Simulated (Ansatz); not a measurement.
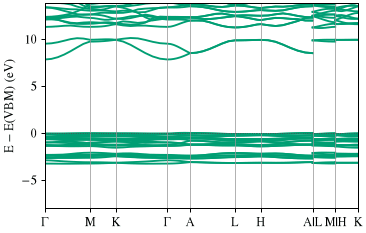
*Band structure from r²SCAN (plane waves, PAW; program Ansatz)*

### Question
Read off the gap and where the band edges lie.

### Answer
About 7.8 eV (7.80 eV by a search for the band edges); maximum on the Γ–A line, 75 % of the way from Γ, minimum at Γ.

### Question
Pick the material that matches.
A) KLiBeF4, P6_3 (Pearson symbol hP14)
B) N, P6_3/mmc (N on 4f)
C) BN, P6_3mc (B on 2a, B on 2b, N on 2a, N on 2b)

### Answer
A, KLiBeF4, P6_3 (Pearson symbol hP14)

The workflow started from a Materials Project entry (that database holds measured and hypothetical structures alike); the Crystallography Open Database copy checked does not list it. Its standing as an ambient phase is unchecked. The r²SCAN relaxation kept the symmetry of its start; its stability against distortions is not shown here.

Potentials: the later of the program's two PAW sets.
